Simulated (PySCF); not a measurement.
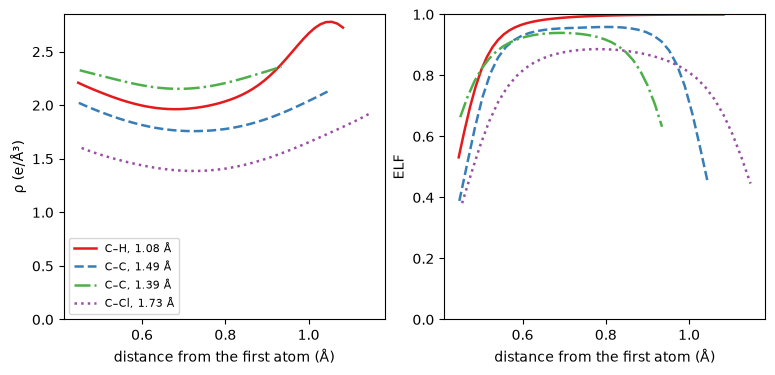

Figure 1: C₇H₇Cl. Electron density and ELF along straight lines between neighbouring atoms. The curves leave out the atomic cores.

Geometry: PBE0-D3(BJ)/def2-TZVP.

All numbers below come from PBE0/pcSseg-2, SCF density, gas phase, non-relativistic (PySCF 2.14.0).

```json
{"atom": "C", "x (Å)": "-2.1738", "y (Å)": "-0.3450", "z (Å)": "-0.0641"}
{"atom": "C", "x (Å)": "-0.6954", "y (Å)": "-0.1359", "z (Å)": "-0.0261"}
{"atom": "C", "x (Å)": "0.1890", "y (Å)": "-1.1888", "z (Å)": "-0.2438"}
{"atom": "C", "x (Å)": "1.5625", "y (Å)": "-1.0091", "z (Å)": "-0.2115"}
{"atom": "C", "x (Å)": "2.0875", "y (Å)": "0.2479", "z (Å)": "0.0431"}
{"atom": "C", "x (Å)": "1.2346", "y (Å)": "1.3168", "z (Å)": "0.2641"}
{"atom": "C", "x (Å)": "-0.1355", "y (Å)": "1.1157", "z (Å)": "0.2275"}
{"atom": "Cl", "x (Å)": "-1.1758", "y (Å)": "2.4721", "z (Å)": "0.5082"}
{"atom": "H", "x (Å)": "-2.6355", "y (Å)": "-0.0706", "z (Å)": "0.8877"}
{"atom": "H", "x (Å)": "-2.4092", "y (Å)": "-1.3881", "z (Å)": "-0.2755"}
{"atom": "H", "x (Å)": "-2.6407", "y (Å)": "0.2787", "z (Å)": "-0.8305"}
{"atom": "H", "x (Å)": "-0.2200", "y (Å)": "-2.1735", "z (Å)": "-0.4435"}
{"atom": "H", "x (Å)": "2.2215", "y (Å)": "-1.8513", "z (Å)": "-0.3855"}
{"atom": "H", "x (Å)": "3.1595", "y (Å)": "0.4021", "z (Å)": "0.0712"}
{"atom": "H", "x (Å)": "1.6216", "y (Å)": "2.3077", "z (Å)": "0.4651"}
```

What can be read from the curves?

C–H (1.08 Å): ρ at the midpoint is about 2.1 e/Å³; the ELF climbs to about 1 towards the hydrogen, as it does in any bond to H: an ordinary covalent bond to hydrogen.
C–C (1.49 Å): ρ is about 1.8 e/Å³ halfway; the ELF peaks at about 0.95 between the atoms: a shared electron pair.
C–C (1.39 Å): ρ at the midpoint is about 2.2 e/Å³; the ELF peaks at about 0.95 between the atoms (a covalent bond).
C–Cl (1.73 Å): ρ at the midpoint is about 1.5 e/Å³; the ELF peaks at about 0.90 between the atoms; localised, covalent bonding.
